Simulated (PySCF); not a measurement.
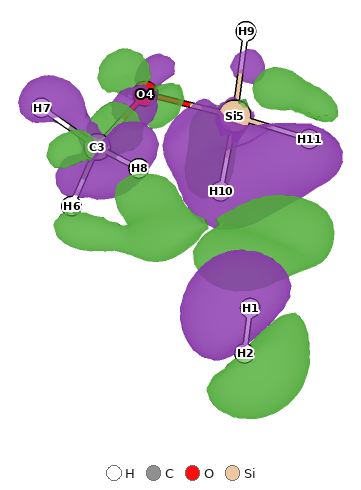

Figure. CH8OSi, SMILES `[H][H].CO[SiH3]`. Density of the complex less the densities of the two fragments at the same geometry, ±0.0003 e/Å³ (purple: gain, green: loss). Fragment A: H2 (atoms 1–2); fragment B: SiH6CO.

Method: HF/6-311+G**; geometry: GFN2-xTB; program: PySCF.

Which way does charge flow?

Hirshfeld charges show almost no net transfer (under 0.005 e). 0.01 e is displaced in all, which induces a dipole of 0.03 D.

What is the interaction energy, and which contacts carry it?

The counterpoise-corrected interaction energy of the frozen fragments is +1.0 kcal/mol without dispersion correction and −0.4 kcal/mol with D3(BJ). The pair geometry is semi-empirical, not a minimum at this level. Contacts: H1···C3, 3.38 Å, ρ = 0.002 a.u.; H1···H11, H···H contact, 2.70 Å, ρ = 0.004 a.u., a bond path close to vanishing (ellipticity 2.5). The pose is a local one from a semi-empirical search, not shown to be the most stable.
